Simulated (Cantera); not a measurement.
A closed system holds: 1 mol C2F6, a varied amount of CH4, equilibrated at 3077 °C and 1.80 mbar.

Equilibrium computed with Cantera from the NASA thermochemical tables; the gas is ideal and each condensed phase is pure. Candidate condensed phases: C, C6H6, C7H8, C8H18; 95 gas species. The feed counts by its element totals alone. The numbers say what is thermodynamically allowed, not how fast it happens.

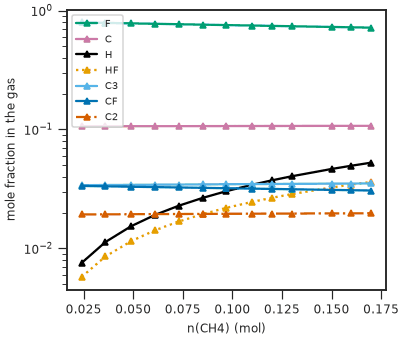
Figure. Equilibrium gas composition (values under 1e-9 drawn at 1e-9)

### Question
Read off the mole fractions at 0.17 mol CH4.

### Answer
F about 0.72, C about 0.11, H about 0.053, HF about 0.036, C3 about 0.035, CF about 0.031, C2 about 0.020.
